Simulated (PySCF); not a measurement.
# C2H6FO2Si2 (SMILES O[SiH2]O/C([SiH2])=C/F) (doublet): what the fields show

```xyz
13

O    -1.8601   -1.3312    2.0297
Si   -1.3879   -1.1741    0.4928
O    -0.2136   -0.0408    0.5468
C     0.5984    0.4725   -0.4122
Si    1.7104    1.8020    0.2335
C     0.5225    0.0741   -1.6881
F     1.3532    0.6200   -2.6092
H    -1.8879   -0.5800    2.6167
H    -0.8752   -2.4868    0.1336
H    -2.4774   -0.6996   -0.3591
H     1.8184    1.8090    1.6798
H     2.8305    2.2099   -0.5868
H    -0.1359   -0.6747   -2.0954
```

Geometry: GFN2-xTB.

All numbers below come from PySCF 2.14.0, density-fitted response routines, UKS B3LYP, pcH-1 on C F H O Si, non-relativistic, mean-field spin-orbit, GIAO.

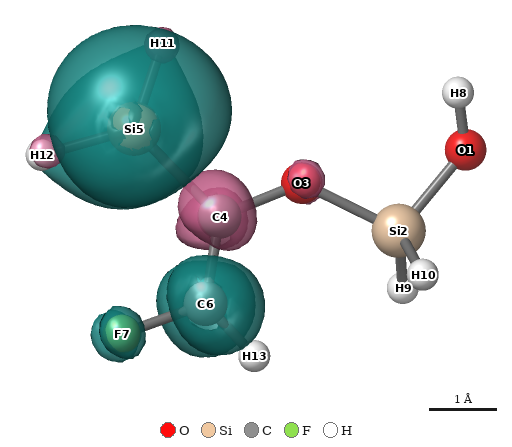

Figure 1. Isosurfaces of the spin density at +0.015 (teal) and −0.015 e/Å³ (pink), seen across its widest extent.

> Describe the spin distribution.

The unpaired spin (1 electron) lies mostly on Si5 (about 0.8) and C6 (about 0.2), in electrons by Hirshfeld's partition.

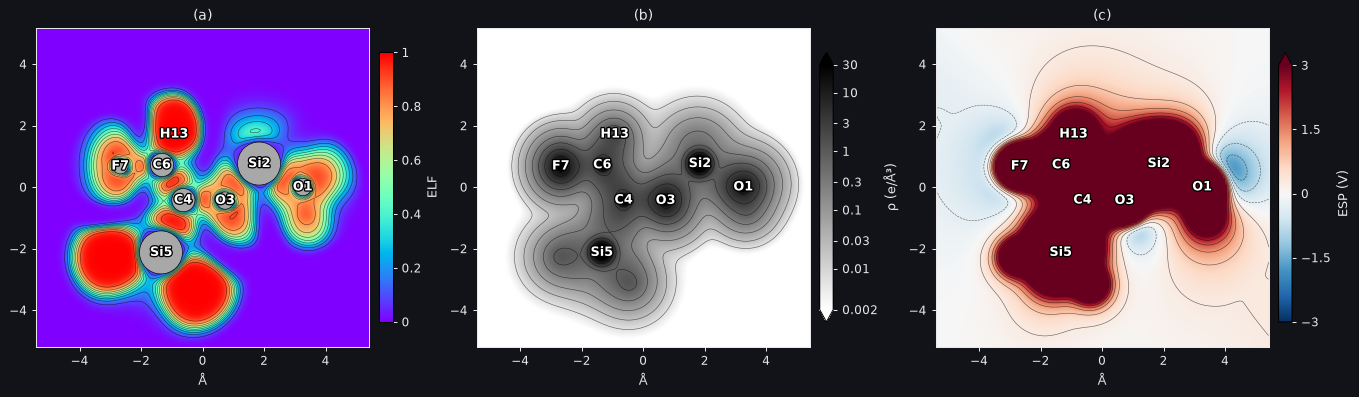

Figure 2. (a) ELF; (b) electron density; (c) molecular electrostatic potential on the plane of atoms C4, C6 and H13. Grey discs cover the atomic cores in the ELF map.

> What does the map show?

The plane passes through O, Si, C, F and H nuclei. C–C (1.34 Å): ρ at the midpoint is about 2.3 e/Å³; the ELF peaks at about 0.95 between the atoms (a short, multiple covalent bond). C–F (1.36 Å): the density is about 2.2 e/Å³ at the midpoint, with its minimum of 1.7 e/Å³ about 0.5 Å from C; the ELF peaks at about 0.85 between the atoms, as expected for a shared but strongly polarised pair. C–O (1.36 Å): ρ at the midpoint is about 2.2 e/Å³, with its minimum of 1.9 e/Å³ about 0.5 Å from C; the ELF peaks at about 0.90 between the atoms, as expected for a polar covalent bond. Si–O (1.62 Å): ρ at the midpoint is about 1.2 e/Å³; the ELF peaks at about 0.90 between the atoms, as expected for a polar covalent bond. C–Si (1.85 Å): the density is about 0.98 e/Å³ at the midpoint; the ELF peaks at about 0.95 between the atoms (a shared electron pair). The ELF also peaks beside O3, F7 and O1, away from the bonds: non-bonding electrons, paired or unpaired. Outside the dense part of the molecule the potential is most negative (−1.7 V) near O1.

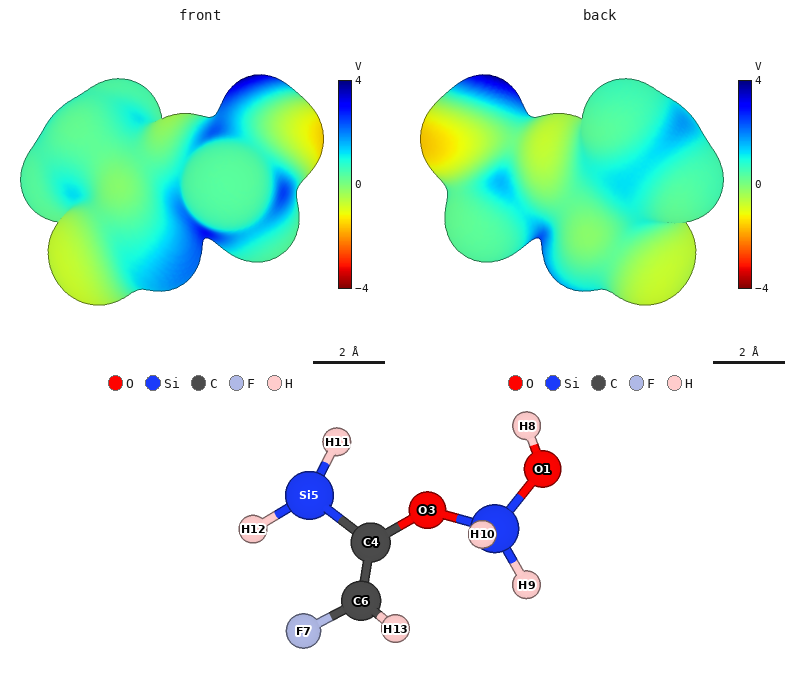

Figure 3. The electrostatic potential painted on the density surface at 0.004 e/bohr³, seen from the front and from behind; red is negative and blue positive. The bare structure is drawn below in the same view.

> Describe the electrostatic potential map.

The most negative region (about −1.5 V) lies over O1, the most positive (about +3.6 V) over H8. O1 is the likeliest acceptor of a hydrogen bond.
